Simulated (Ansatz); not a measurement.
Three curves of one kind of scan: energy against volume (even scaling of the relaxed cell, symmetry kept). Level of theory: PBEsol (plane waves to 420 eV, PAW, scalar-relativistic; Ansatz, an electronic-structure program). Each is measured from its own zero (the relaxed starting cell). 

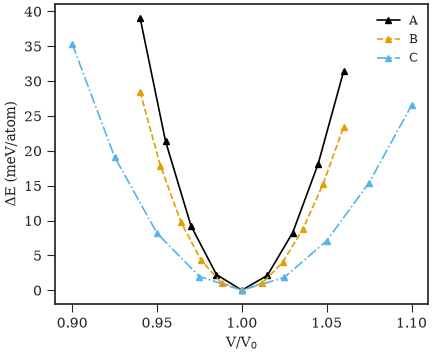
*Curves A, B and C.*

Task: Which curve belongs to the crystal with a fitted bulk modulus at fixed cell shape of 233 GPa and a relaxed volume of 13.36 Å³/atom?

Result: Curve A, WSi$_{2}$ (MoSi2 type, space group I4/mmm): near the minimum ΔE ≈ ½·B₀·V₀·(V/V₀ − 1)², with B₀·V₀ = 19 eV/atom.

All were relaxed with their symmetry unable to fall. Spin-orbit coupling is left out. WSi2 is run without spin polarisation.

(Under strain, the slope of the energy per volume gives the stress and its curvature an elastic modulus.)
